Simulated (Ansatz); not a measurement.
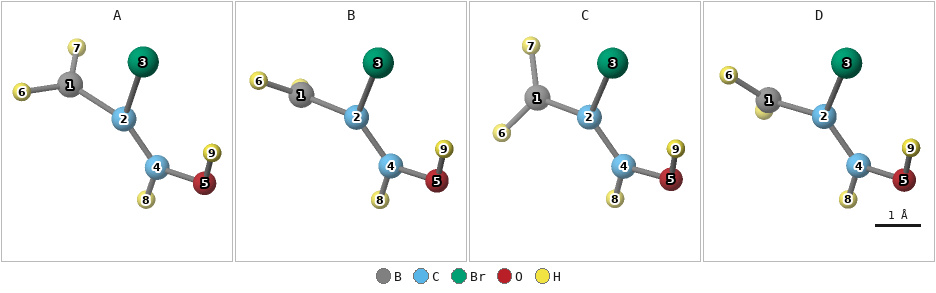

4 geometries from a converged minimum-energy path of C$_{2}$H$_{4}$BBrO, shuffled. A ball-and-stick model, seen from a free direction.

The calculation used RKS PBE0-D4/def2-SVP (Ansatz). Run with 9 movable images; climbing image; force threshold 0.05 eV/Å; iteration limit 24; starting path through a guess of the saddle point.

**Which of them lies highest in energy?**

A. In order along the path, whose images run from 0 to 10: C (image 2, +0.25 eV), A (image 5, +0.64 eV), B (image 7, +0.46 eV), D (image 8, +0.24 eV). The motion is a rotation about the B1–C2 bond by about 180°. No bond forms or breaks between the ends. Bond angles that change up to the highest image, for instance: B1–C2–Br3 122.7° → 95.4°, B1–C2–C4 122.4° → 145.1°.

Cost: 5.8 min on 2 threads of AMD EPYC 7R43 64-Core Processor (Zen 3), with other jobs on the host, peak memory 0.29 GiB.
